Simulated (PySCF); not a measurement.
## A study: CH2O2, SMILES `OC=O`

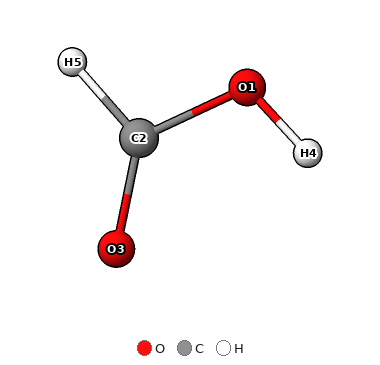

The molecule, with its atoms numbered as below. No frequency check shows the geometry to be a minimum.

Coordinates in Å:

```
O1      -1.1021    0.0853    0.0000
C2       0.1311   -0.3916    0.0000
O3       1.1284    0.2626    0.0000
H4      -1.0975    1.0580    0.0000
H5       0.1002   -1.4918    0.0000
```

Part 1: Bonding charge

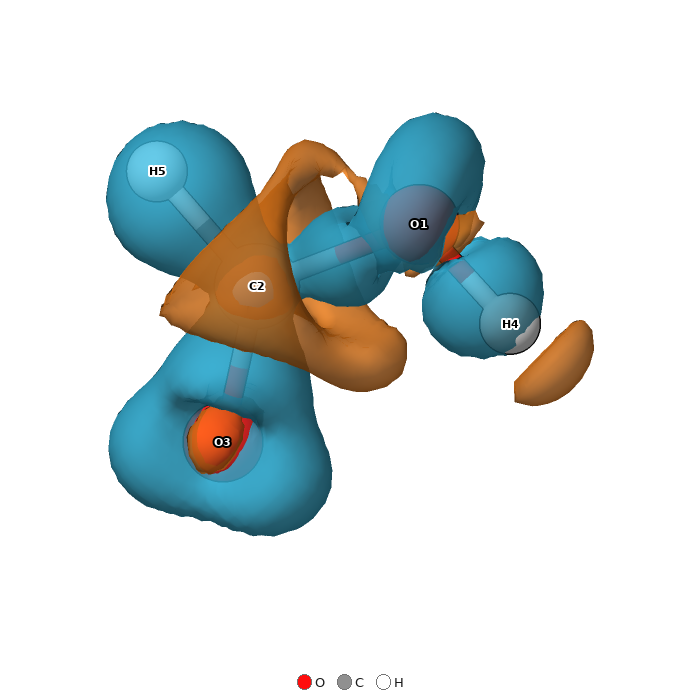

Deformation density (molecule less spherical, spin-averaged free atoms at the same positions), surfaces at ±0.1 e/Å³; light blue: gain, orange: loss.

PySCF calculation, ωB97X/def2-SVPD, gas phase; geometry: GFN2-xTB.

Question: Describe the bonding that the map shows.

Answer: O1–H4: +0.83 e/Å³ at the bond critical point (bond length 0.97 Å). C2–H5: +0.81 e/Å³ at the bond critical point (bond length 1.10 Å). C2–O3: +0.73 e/Å³ at the bond critical point (bond length 1.19 Å). O1–C2: +0.31 e/Å³ at the bond critical point (bond length 1.32 Å). In all, 1.2 electrons gather in the regions of gain relative to the promolecule.

Question: Where do the Hirshfeld charges lie?

Answer: The highest Hirshfeld charge is on H4 (+0.19 e), the lowest on O3 (−0.28 e).

```tsv
atom	charge (e)
O1	−0.17
C2	+0.19
O3	−0.28
H4	+0.19
H5	+0.07
```

Part 2: Bond critical points

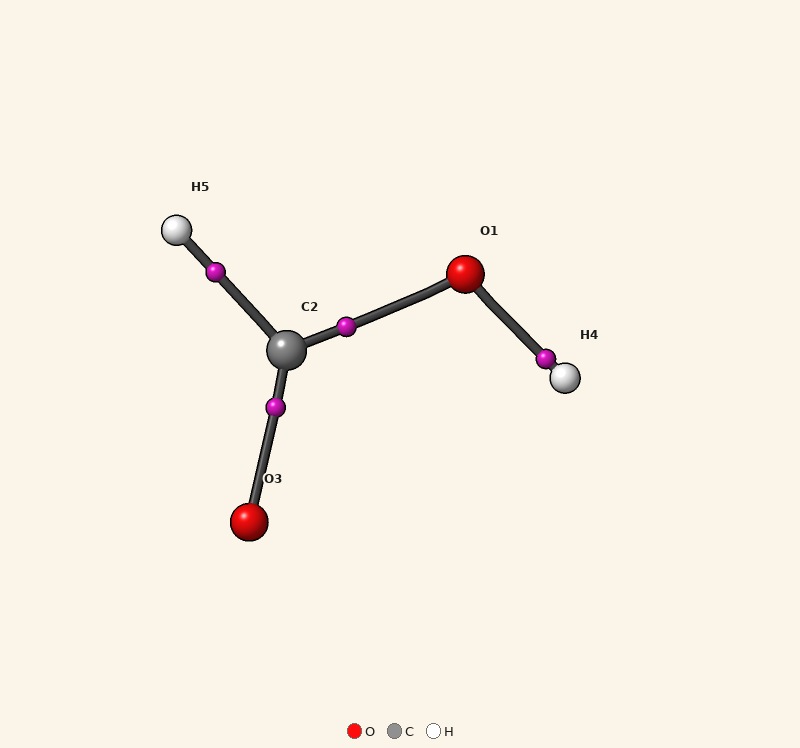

Molecular graph of the electron density (QTAIM): bond paths, bond critical points (magenta), ring points (cyan, if any); weak paths are dashed.

Question: How many critical points of each kind are there, and does the count close?

Answer: 5 nuclei, 4 bond, 0 ring and 0 cage critical points: 5 − 4 + 0 − 0 = 1, as the Poincaré–Hopf relation requires.

Question: Give the properties at the bond critical points.

Answer:
```csv
bond,length (Å),ρ (a.u.),∇²ρ (a.u.),ε,H (a.u.)
C2–O3,1.193,0.431,+0.29,0.10,−0.777
O1–H4,0.973,0.349,−2.26,0.01,−0.625
O1–C2,1.322,0.315,−0.27,0.04,−0.513
C2–H5,1.101,0.286,−1.16,0.03,−0.316
```

Question: What kind of interaction is C2–O3?

Answer: Polar or intermediate (positive Laplacian, negative energy density H): ρ = 0.431, ∇²ρ = +0.29, H = −0.777 a.u.

Part 3: Electrostatic potential

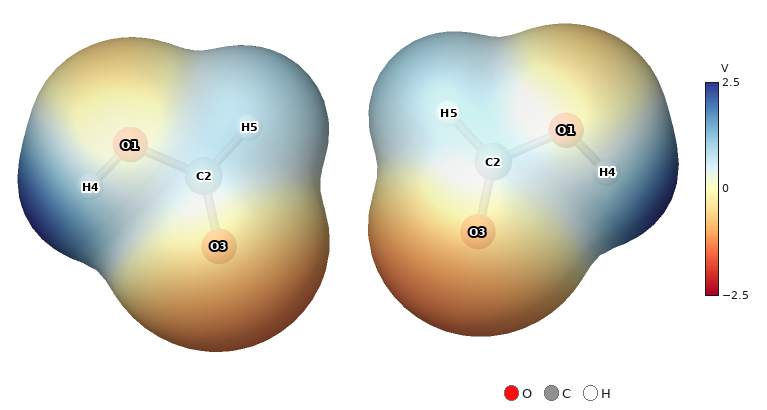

Electrostatic potential on the surface of electron density 0.001 a.u. (back view left, front view right).

Question: Where are the extremes of the potential on the surface?

Answer: Highest: 2.49 V, 1.2 Å from H4. Further maxima include 1.07 V, 1.3 Å from H5. Lowest: −1.40 V, 1.8 Å from O3. Further minima include −0.58 V, 1.8 Å from O1. The surface is sampled at points, so like sites can differ by a few per cent and only the strongest of them is named.

Question: What volume does the surface enclose, and what is the dipole moment?

Answer: About 55 Å³; the dipole moment is 1.8 D.

Part 4: Excited states

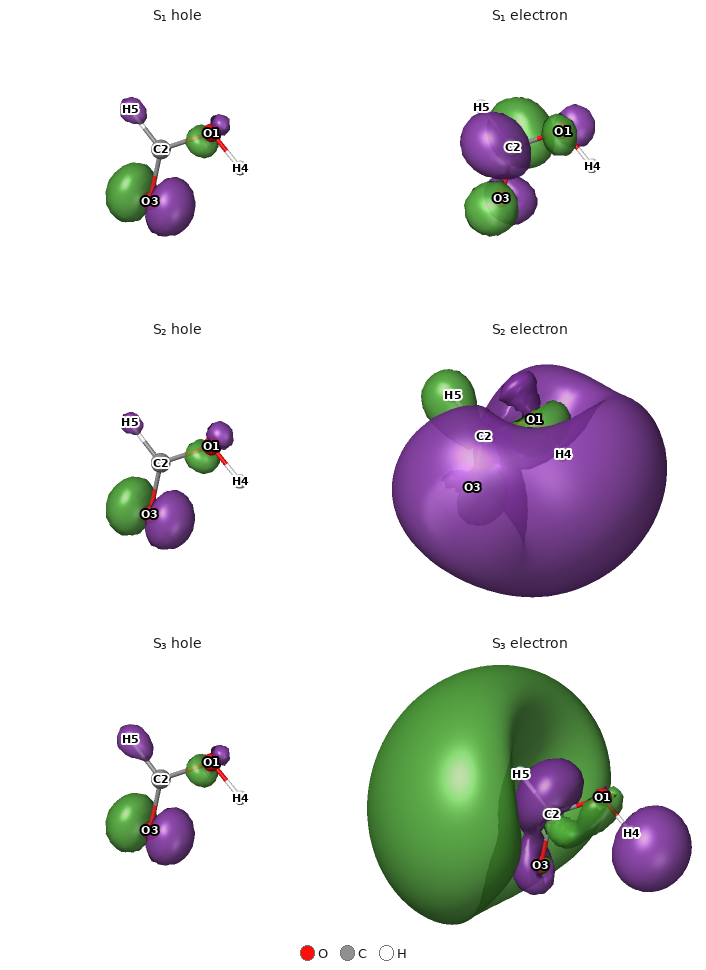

Leading natural transition orbitals (full linear response singlet states).

Method: LC-wPBE/6-311+G**; geometry: GFN2-xTB; program: PySCF.

Question: Give the energy and character of each state.

Answer: By state:
- S₁: 5.92 eV (210 nm), f = 0.001 (very weak), n → π*; the leading pair carries 100 %; hole on O3 (71 %), C2 (12 %) and O1 (10 %), electron on C2 (48 %), O3 (31 %) and O1 (13 %); their centroids lie 0.6 Å apart.
- S₂: 8.23 eV (151 nm), f = 0.030, n → diffuse (Rydberg-like) orbital; the leading pair carries 83 %; hole on O3 (64 %), O1 (18 %) and C2 (11 %), electron on C2 (33 %), H4 (31 %) and O3 (18 %) (atom shares of so diffuse an orbital are rough) (shares are of the whole state, not of the leading pair alone); their centroids lie 1.1 Å apart.
- S₃: 8.77 eV (141 nm), f = 0.066, n → diffuse (Rydberg-like) orbital; the leading pair carries 91 %; hole on O3 (66 %), C2 (13 %) and O1 (12 %), electron on C2 (45 %), H5 (32 %) and O3 (15 %) (atom shares of so diffuse an orbital are rough); their centroids lie 1.5 Å apart.

Part 5: In an electric field

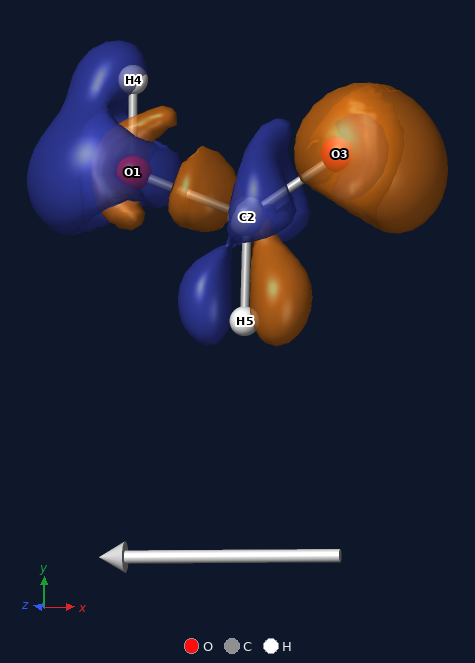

Change of the electron density in a uniform field of 0.51 V/Å along −x (arrow), surfaces at ±0.005 e/Å³ (orange: gain, blue: loss).

Level of theory: TPSSh/def2-SVPD (PySCF), at a geometry from GFN2-xTB.

The field was applied in both directions; the picture shows the one opposite to the script's first.

Question: What dipole is induced, and what polarisability does it imply?

Answer: The induced dipole is 0.69 D (along the field); α along this axis, from the fields in both directions, is 27 bohr³ (4.0 Å³).

Part 6: Removing or adding an electron

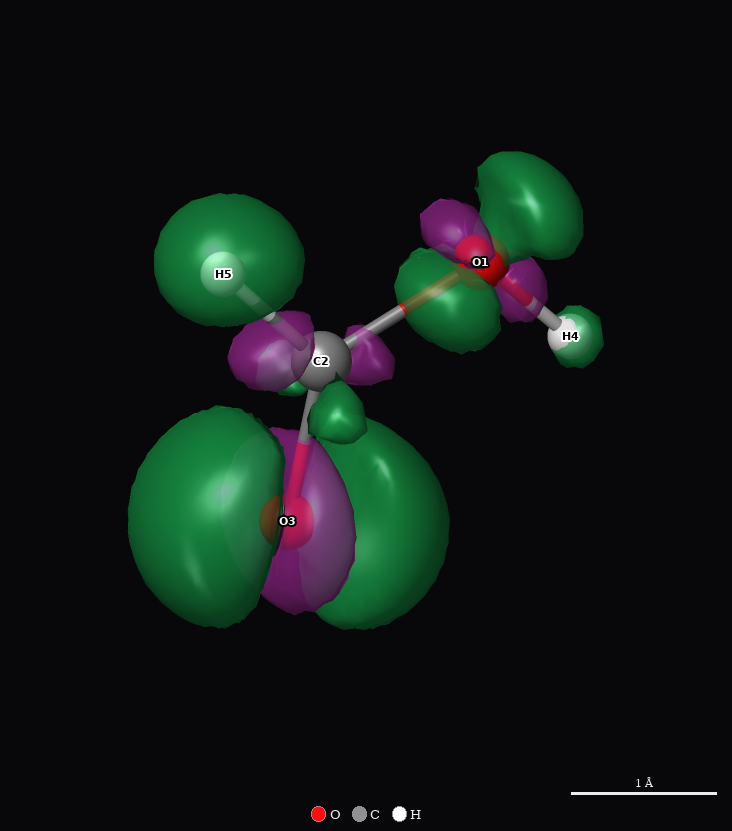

Fukui function f⁻ = ρ(N) − ρ(N−1) at fixed geometry, surfaces at ±0.06 e/Å³ (green positive, purple negative).

PySCF calculation, r2SCAN/6-31+G*, gas phase; geometry: GFN2-xTB.

Question: On which atoms does the density change most on removal of an electron?

Answer: f⁻ (Hirshfeld-condensed) is largest on O3 (0.45); the vertical ionisation energy is 11.29 eV. Condensed values hint at sites of electrophilic attack but needn't mark the atom that reacts. Orbital relaxation makes it negative in places (0.19 e in all).

```
atom     f⁻  charge
  O1  +0.18   −0.17
  C2  +0.17   +0.18
  O3  +0.45   −0.28
  H4  +0.07   +0.20
  H5  +0.13   +0.07
```

Part 7: The π system

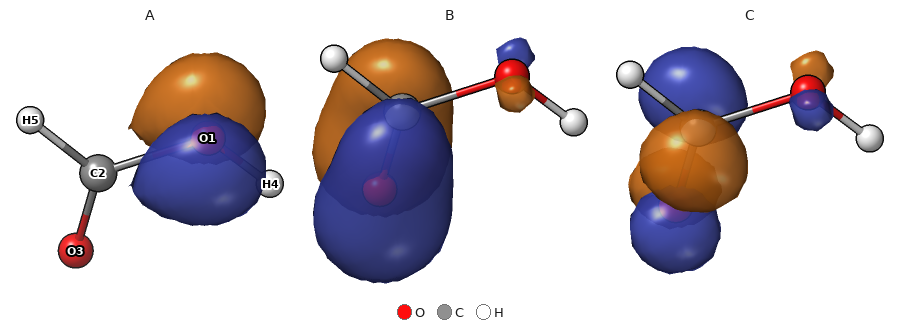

Natural orbitals of the π active space, CASSCF(4,3), singlet state, in random order.

PySCF calculation, 6-311+G** basis, gas phase; geometry: GFN2-xTB.

Question: Which orbitals are strongly, which singly and which weakly occupied?

Answer: Strongly: A (2.00), B (1.94). Weakly: C (0.06). Broadly, orbitals with more nodes between bonded atoms hold fewer electrons.

Question: How multiconfigurational is the state?

Answer: The leading determinant weighs 0.97; the effective number of unpaired electrons, Σ n²(2−n)², is 0.02; the most occupied of the weakly occupied orbitals holds 0.06 e, as in an ordinary closed-shell π system. The active space lowers the energy by 0.77 eV against Hartree–Fock.

Question: Where does the lowest triplet lie relative to the singlet, at this geometry and within this active space?

Answer: 7.01 eV above it by strongly contracted NEVPT2 (+6.39 eV by CASSCF); a small basis tends to put such gaps a few tenths of an eV too high. This is a vertical energy for π states alone; a state that uses lone pairs or σ orbitals may lie lower.

The PySCF runs shown took 4.2 s, 74 s, 12 s, 64 s and 4.5 s on 1 thread of Intel(R) Xeon(R) 6975P-C (Granite Rapids), with other jobs on the host.
